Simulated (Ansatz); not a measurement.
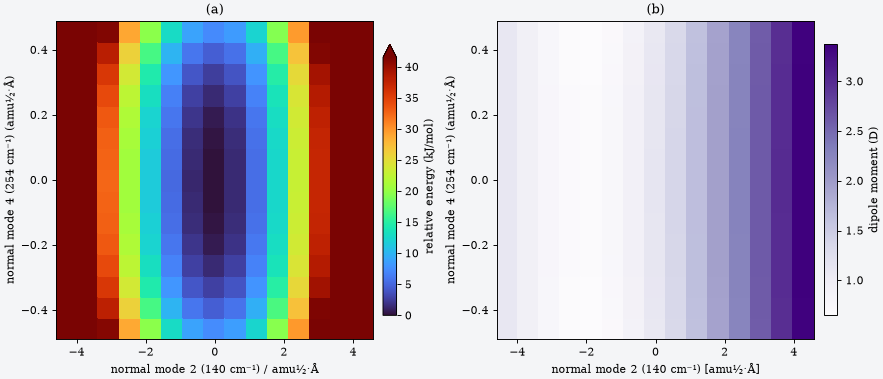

AlCl2HSe, SMILES [Cl][Al]([Cl])[SeH]. First axis: normal mode 2 (140 cm⁻¹). Second axis: normal mode 4 (254 cm⁻¹). Nothing is relaxed (straight displacements along the two mass-weighted modes). The grid has 15 × 15 points; 212 points were computed and 13 follow by symmetry. Energies are in kJ/mol, from the lowest grid point. Method: RHF/def2-SVP in Ansatz.

Panel (a) is the energy and panel (b) the computed dipole moment on the same grid.

Drawn: one coloured cell a grid point, one colour for all values above the top of the scale.

**How does the dipole moment vary over the map, and what is it at the lowest grid point?**

Leaving out the highest fifth of the energies, it runs from 0.65 D at normal mode 2 (140 cm⁻¹) = −1.84 amu½·Å, normal mode 4 (254 cm⁻¹) = 0.457 amu½·Å to 2.99 D at normal mode 2 (140 cm⁻¹) = 3.67 amu½·Å, normal mode 4 (254 cm⁻¹) = 0.000 amu½·Å. At the lowest grid point, normal mode 2 (140 cm⁻¹) = 0.00 amu½·Å, normal mode 4 (254 cm⁻¹) = 0.000 amu½·Å, it is 1.13 D.

```csv
"normal mode 4 (254 cm⁻¹) ↓, normal mode 2 (140 cm⁻¹) →",−4.29,−3.67,−3.06,−2.45,−1.84,−1.22,−0.61,0.00,0.61,1.22,1.84,2.45,3.06,3.67,4.29
0.457,1.10,0.93,0.78,0.67,0.65,0.72,0.88,1.09,1.34,1.62,1.93,2.25,2.60,2.97,3.35
0.392,1.10,0.93,0.78,0.68,0.66,0.73,0.89,1.10,1.35,1.63,1.93,2.26,2.61,2.97,3.36
0.327,1.10,0.93,0.78,0.68,0.67,0.74,0.90,1.11,1.36,1.64,1.94,2.27,2.61,2.98,3.36
0.261,1.10,0.93,0.79,0.69,0.67,0.75,0.90,1.12,1.36,1.64,1.95,2.27,2.62,2.98,3.36
0.196,1.10,0.93,0.79,0.69,0.68,0.75,0.91,1.12,1.37,1.65,1.95,2.27,2.62,2.98,3.37
0.131,1.10,0.93,0.79,0.70,0.68,0.76,0.91,1.12,1.37,1.65,1.95,2.28,2.62,2.99,3.37
0.065,1.10,0.93,0.79,0.70,0.68,0.76,0.92,1.13,1.37,1.65,1.95,2.28,2.62,2.99,3.37
0.000,1.10,0.93,0.79,0.70,0.68,0.76,0.92,1.13,1.38,1.65,1.95,2.28,2.62,2.99,3.37
−0.065,1.10,0.93,0.79,0.70,0.68,0.76,0.92,1.13,1.37,1.65,1.95,2.28,2.62,2.99,3.37
−0.131,1.10,0.93,0.79,0.70,0.68,0.76,0.91,1.12,1.37,1.65,1.95,2.28,2.62,2.99,3.37
−0.196,1.10,0.93,0.79,0.69,0.68,0.75,0.91,1.12,1.37,1.65,1.95,2.27,2.62,2.98,3.37
−0.261,1.10,0.93,0.79,0.69,0.67,0.75,0.90,1.11,1.36,1.64,1.95,2.27,2.62,2.98,3.36
−0.327,1.10,0.93,0.78,0.69,0.67,0.74,0.90,1.11,1.36,1.64,1.94,2.27,2.61,2.98,3.36
−0.392,1.10,0.93,0.78,0.68,0.66,0.73,0.89,1.10,1.35,1.63,1.93,2.26,2.61,2.97,3.36
−0.457,1.10,0.93,0.78,0.67,0.65,0.72,0.88,1.09,1.34,1.62,1.93,2.25,2.60,2.97,3.35
```
